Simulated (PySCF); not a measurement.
**Atomic calculation, with input and output: Rh**

- system: Rh, configuration 1s2 2s2 2p6 3s2 3p6 3d10 4s2 4p6 4d9, multiplicity 2.
- method: unrestricted PBE, x2c-TZVPPall plus 1 even-tempered diffuse shell per l, spin-free X2C-1e, Gaussian nucleus (PySCF)

The program's output (extracts):
```
damping factor = 0
level_shift factor = 0
DIIS = <class 'pyscf.scf.diis.CDIIS'>
diis_start_cycle = 1
diis_space = 10
diis_damp = 0
SCF conv_tol = 1e-09
SCF conv_tol_grad = None
number electrons alpha = 23  beta = 22
XC functionals = PBE
    J. P. Perdew, K. Burke, and M. Ernzerhof.,  Phys. Rev. Lett. 77, 3865 (1996)
    J. P. Perdew, K. Burke, and M. Ernzerhof.,  Phys. Rev. Lett. 78, 1396 (1997)
    J. P. Perdew, K. Burke, and M. Ernzerhof.,  Phys. Rev. Lett. 77, 3865 (1996)
    J. P. Perdew, K. Burke, and M. Ernzerhof.,  Phys. Rev. Lett. 78, 1396 (1997)
cycle= 1 E= -4783.16994967214  delta_E= 0.00273  |g|= 0.231  |ddm|= 0.361
cycle= 2 E= -4783.10054554374  delta_E= 0.0694  |g|= 0.592  |ddm|= 0.53
cycle= 3 E= -4783.18423272198  delta_E= -0.0837  |g|= 0.113  |ddm|= 0.537
cycle= 4 E= -4783.19189630323  delta_E= -0.00766  |g|= 0.0978  |ddm|= 0.528
cycle= 5 E= -4783.19118012182  delta_E= 0.000716  |g|= 0.169  |ddm|= 0.597
cycle= 6 E= -4783.19882258364  delta_E= -0.00764  |g|= 0.0993  |ddm|= 0.112
cycle= 7 E= -4783.19889934695  delta_E= -7.68e-05  |g|= 0.0996  |ddm|= 0.0616
cycle= 8 E= -4783.19957748542  delta_E= -0.000678  |g|= 0.0894  |ddm|= 0.0799
cycle= 9 E= -4783.2008721828  delta_E= -0.00129  |g|= 0.0618  |ddm|= 0.0945
cycle= 10 E= -4783.20092552628  delta_E= -5.33e-05  |g|= 0.06  |ddm|= 0.0055
cycle= 11 E= -4783.20250909831  delta_E= -0.00158  |g|= 0.0109  |ddm|= 0.11
cycle= 12 E= -4783.20254232179  delta_E= -3.32e-05  |g|= 0.00301  |ddm|= 0.0244
cycle= 13 E= -4783.20255063469  delta_E= -8.31e-06  |g|= 0.00481  |ddm|= 0.0167
cycle= 14 E= -4783.20256065119  delta_E= -1e-05  |g|= 0.00166  |ddm|= 0.00876
cycle= 15 E= -4783.20256168517  delta_E= -1.03e-06  |g|= 6.15e-05  |ddm|= 0.00157
cycle= 16 E= -4783.20256168688  delta_E= -1.71e-09  |g|= 1.37e-05  |ddm|= 7.26e-05
cycle= 17 E= -4783.20256168697  delta_E= -9e-11  |g|= 3.88e-06  |ddm|= 3.07e-05
converged SCF energy = -4783.20256168697  <S^2> = 1.3607137  2S+1 = 2.5382779
```

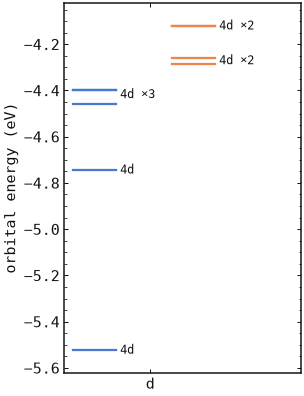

Figure 1. Orbital energies of the mean field, from the top down to −5.52 eV, by angular momentum, α spin at the left of each column and β at the right; ×n counts the orbitals under one label. The highest filled orbital is 4d β at −4.12 eV, the lowest empty one s α at −3.54 eV.

Input file:
```python
from pyscf import gto, scf, dft, mp, cc
import basis_set_exchange as bse
mol = gto.M(atom="Rh 0 0 0", charge=0, spin=1, symmetry="D2h",
            basis=gto.basis.parse(bse.get_basis("x2c-TZVPPall", elements=["Rh"], fmt="nwchem", augment_diffuse=1)),
            nucmod="G")
mf = dft.UKS(mol, xc="PBE").sfx2c1e()
mf.irrep_nelec = {'Ag': (8, 7), 'B1g': (2, 2), 'B2g': (2, 2), 'B3g': (2, 2), 'B1u': (3, 3), 'B2u': (3, 3), 'B3u': (3, 3)}
mf.kernel()
```

The script is an equivalent of what the driver set up; the driver started from orbitals of its own, so the log can be shorter than this script's would be, and it computed the properties (radii, ⟨L²⟩, response) afterwards. It held the occupations shell by shell, which the script's counts by irreducible representation don't always enforce.

Summary:

- outcome: converged
- total energy: −4783.2026 hartree
- ⟨S²⟩: 1.361
- ⟨L²⟩: 8.31
- SCF iterations: 17
- hardware: 1 CPU thread, shared host
- CPU time: 9.4 s (integrals apart)

Notes:

This is not the ground configuration of the species. ⟨S²⟩ is 1.36 where a pure state of this multiplicity has 0.75, so the determinant is spin-contaminated. ⟨L²⟩ departs from that of the intended term, so the determinant mixes terms. To bear in mind: populations left the configuration by 0.38 electrons.
